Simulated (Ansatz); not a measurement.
System: C₃H₅BO.

The calculation's input:

```
crystal:
  periodic: [false, false, false]
  atoms:
    - {symbol: O, position_ang: [0.783264, -0.491944, 1.887505]}
    - {symbol: C, position_ang: [0.597274, -0.882877, 0.549449]}
    - {symbol: C, position_ang: [-0.072350, 0.126992, -0.286368]}
    - {symbol: C, position_ang: [-0.403970, 0.389549, -1.567651]}
    - {symbol: B, position_ang: [-0.819167, 1.367249, -0.566080]}
    - {symbol: H, position_ang: [0.025530, 0.041175, 2.143351]}
    - {symbol: H, position_ang: [1.586686, -1.107448, 0.138815]}
    - {symbol: H, position_ang: [0.011451, -1.813459, 0.482093]}
    - {symbol: H, position_ang: [-0.282289, -0.052916, -2.547038]}
    - {symbol: H, position_ang: [-1.343229, 2.372478, -0.231079]}
basis:
  gaussian: {orbitals: def2-TZVPP}
hamiltonian: {xc: pbe0, dispersion: d4}
output: {orbitals: {seedname: orbitals}}
```

Run with:

```sh
ansatz run in.yaml --threads 2 --pin off --events-out ev --progress --plain --max-ram 4352MiB
```

Geometry: PBE0-D4/def2-TZVP.

All numbers below come from RKS PBE0-D4/def2-TZVPP in Ansatz 0.2.0.

Question: What can the converged electron density and electron localisation function tell about the bonding?

Answer: C–C (1.35 Å): the density is about 2.2 e/Å³ at the midpoint; the ELF peaks at about 0.85 between the atoms, as expected for a covalent bond.
C–O (1.41 Å): the density is about 2.1 e/Å³ at the midpoint, with its minimum of 1.8 e/Å³ about 0.5 Å from C; the ELF peaks at about 0.85 between the atoms (a shared but strongly polarised pair).
C–B (1.46 Å): the density is about 1.5 e/Å³ at the midpoint; the ELF peaks at about 0.80 between the atoms, as expected for a covalent bond.
C–C (1.47 Å): ρ is about 1.9 e/Å³ halfway; the ELF peaks at about 0.95 between the atoms; a shared electron pair.

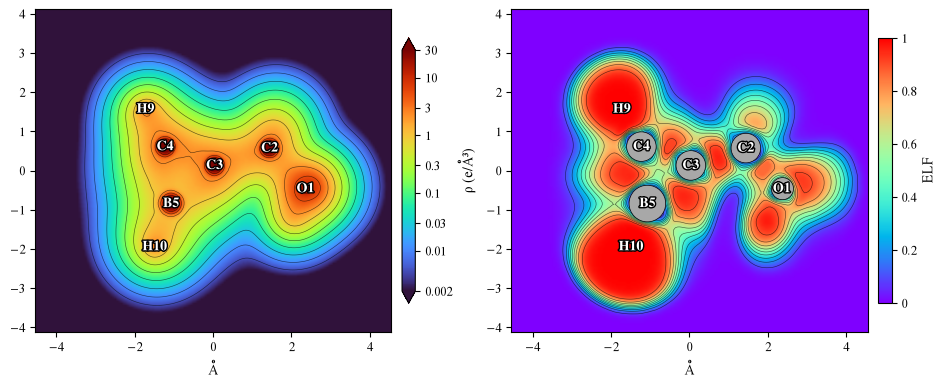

Computed electron density and electron localisation function on the plane of atoms C4, C3 and B5, in this order. Grey discs cover the atomic cores in the ELF map. 
